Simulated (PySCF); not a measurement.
# C5H15BSi2 (SMILES C=C(C)B[SiH2]CC[SiH3]): what the fields show

```xyz
23

C    -3.8981   -0.9187   -0.5432
C    -2.7129   -0.3280   -0.3440
C    -2.5597    0.6344    0.8035
B    -1.5279   -0.5764   -1.3138
Si    0.0684    0.5546   -1.3480
C     1.2982   -0.0539   -0.0023
C     2.6157    0.7154   -0.0104
Si    3.8039    0.1511    1.3619
H    -4.0544   -1.6153   -1.3500
H    -4.7612   -0.7154    0.0751
H    -1.7623    0.3017    1.4665
H    -3.4777    0.7211    1.3819
H    -2.2848    1.6201    0.4317
H    -1.6198   -1.5034   -2.0296
H     0.8377    0.5579   -2.6108
H    -0.1224    1.9960   -1.0669
H     1.5009   -1.1175   -0.1457
H     0.8340    0.0382    0.9820
H     3.0905    0.5973   -0.9861
H     2.4068    1.7816    0.0961
H     4.0763   -1.2821    1.2212
H     3.1853    0.3898    2.6694
H     5.0587    0.8999    1.2716
```

Geometry: GFN2-xTB.

Method: PBE0/pcSseg-1, SCF density, gas phase, non-relativistic (PySCF).

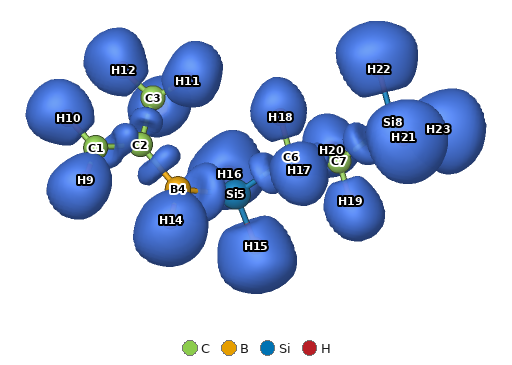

Figure 1. Isosurface of the electron localisation function at 0.8 (blue), seen across its widest extent. Only the valence region is drawn (cores and ρ < 0.01 e/Å³ removed).

Question: Where are the electrons localised?

Answer: The ELF exceeds this value in one region between bonded B–C atoms (shared pairs), one region between bonded B–Si atoms (shared pairs), three regions between bonded C–C atoms (shared pairs), two regions between bonded C–Si atoms (shared pairs) and 15 regions around hydrogen nuclei. Profiles from the grid: C–C (1.34 Å): the ELF peaks at about 0.95 between the atoms: a multiple bond. C–B (1.55 Å): the ELF peaks at about 0.95 between the atoms; localised, covalent bonding.

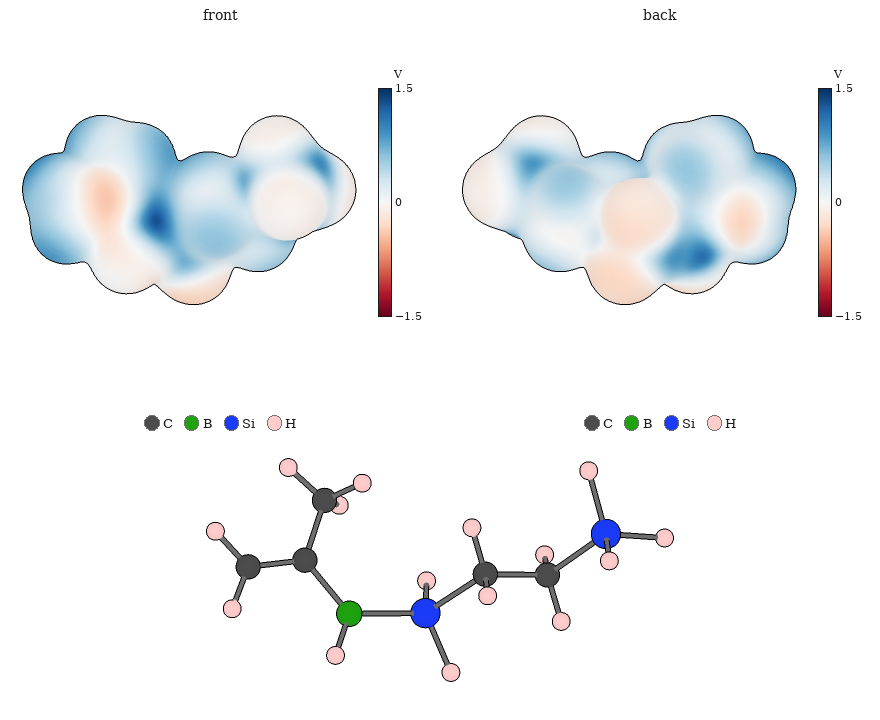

Figure 2. The electrostatic potential painted on the density surface at 0.002 e/bohr³, seen from the front and from behind; red is negative and blue positive. The bare structure is drawn below in the same view.

Question: Where is the surface potential most negative and most positive?

Answer: The most negative region (about −0.4 V, or −9 kcal/mol for a unit charge) lies over the π face of C1 and C2, the most positive (about +1.1 V, or +25 kcal/mol for a unit charge) over B4.

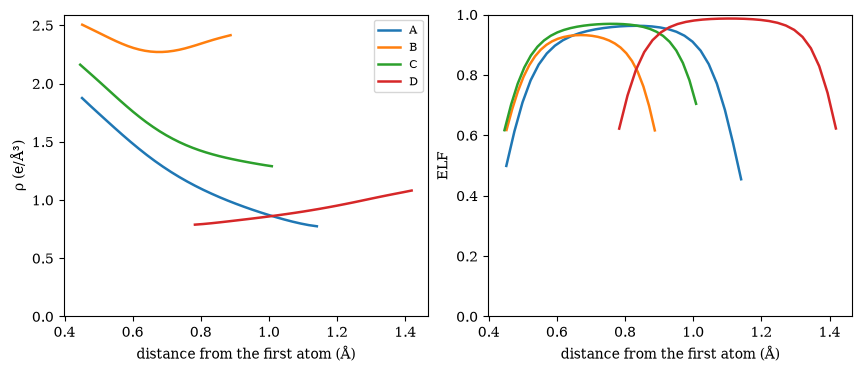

Figure 3. Total electron density and electron localisation function along straight lines between neighbouring atoms. The curves leave out the atomic cores.

Question: Which curve belongs to which contact (C–B, C–C, C–Si and Si–B)? The first atom named is at distance zero.

Answer: Curve A: C–Si (1.90 Å): the density is about 0.92 e/Å³ at the midpoint; the ELF peaks at about 0.95 between the atoms, as expected for a shared electron pair. Curve B: C–C (1.34 Å): the density is about 2.3 e/Å³ at the midpoint; the ELF peaks at about 0.95 between the atoms: a short, multiple covalent bond. Curve C: C–B (1.55 Å): the density is about 1.4 e/Å³ at the midpoint; the ELF peaks at about 0.95 between the atoms, as expected for a shared electron pair. Curve D: Si–B (1.96 Å): the density is about 0.85 e/Å³ at the midpoint; the ELF peaks at about 1 between the atoms, as expected for a covalent bond.
